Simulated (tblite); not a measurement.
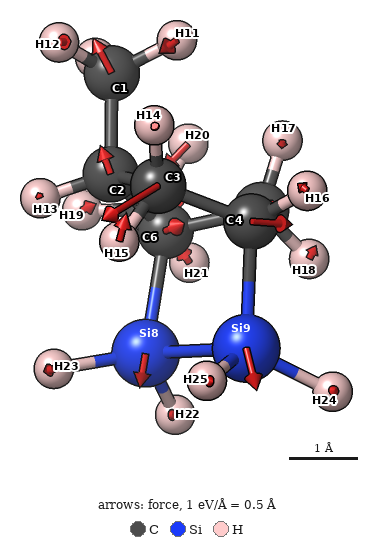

Starting geometry of C₇H₁₆Si₂ with the computed forces as red arrows. A ball-and-stick model, seen from a free direction.

Method: tblite, GFN2-xTB geometry optimisation, gas phase. 

What follows when this structure is relaxed?

Answer. It isn't relaxed: the largest force vector, on a C atom, is 2.62 eV/Å. The final displacements have little in common with the starting forces (cosine between the two patterns 0.16). The energy falls by 69.1 kJ/mol in 87 geometry steps. An H atom moves most after the best rigid fit: 0.76 Å. By element the largest moves are H 0.76 Å, C 0.30 Å, Si 0.27 Å. Some distances before and after: C–Si 1.874 → 1.934 Å, Si–Si 2.257 → 2.311 Å, C–C 1.506 → 1.551 Å, C–C 1.478 → 1.522 Å. Among the angles between lasting bonds that change: Si–Si–H 111.4° → 120.6°, H–Si–H 114.7° → 106.5°, Si–Si–H 112.1° → 120.0°. Groups turn about C–C by about 25°, C–C by about 20°.
